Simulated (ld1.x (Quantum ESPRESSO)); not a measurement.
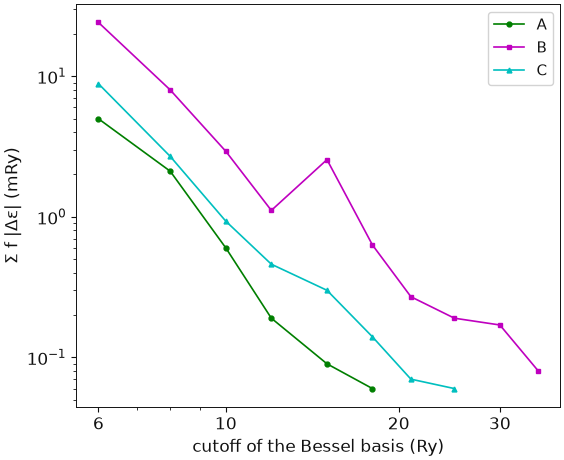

The occupation-weighted error of the valence levels in a spherical-Bessel basis for 3 variants of one potential.

Base settings:

Input of ld1.x (Quantum ESPRESSO) 7.5:

```
 &input
   title='Tl', zed=81., rel=1, dft='PBE', iswitch=3,
   config='[Xe] 4f14 5d10 6s2 6p1',
   nld=2, rlderiv=2.45, eminld=-3.0, emaxld=5.0, deld=0.02
 /
 &inputp
   pseudotype=3, tm=.true., lloc=-1, rcloc=1.90,
   nlcc=.true., rcore=1.25,
   which_augfun='PSQ', rmatch_augfun_nc=.true.,
   file_pseudopw='Tl.UPF', file_wfcaegen='ae.wfc', file_wfcncgen='nc.wfc', file_beta='beta', file_chi='chi', file_wfcusgen='us.wfc'
 /
4
6S  1  0   2.00   0.00  2.15  2.25  0.0
6S  1  0   0.00  -0.20  2.15  2.25  0.0
6P  2  1   1.00   0.00  2.05  2.25  0.0
6P  2  1   0.00   5.00  2.05  2.25  0.0
 &test
   configts(1)='6s2 6p1'
 /
```

Launched with:
```bash
ld1.x < Tl.in > Tl.out
```

Functional and relativity: PBE, scalar-relativistic.

Q: The variants differ in the radius of the s channel: 1.98 bohr, 2.25 bohr, 2.80 bohr. Which curve belongs to which value?

A: A: 2.80 bohr; B: 1.98 bohr; C: 2.25 bohr.

Q: What did the other tests of these runs give?

A: A: loose cutoff 6 Ry or less; bound ghosts s, d; test run stopped at test 1 of 7 (negative rho). B: loose cutoff 8 Ry; bound ghosts s, d; test run stopped at test 4 of 7 (negative rho). C: loose cutoff 6 Ry or less; bound ghosts d; test run stopped at test 4 of 7 (negative rho). The loose cutoff is the first of the cutoffs, on a coarse ladder, from which the occupation-weighted sum of valence levels, in a spherical-Bessel basis at the reference potential, stays within 10 and 1 mRy of its value at 400 Ry.
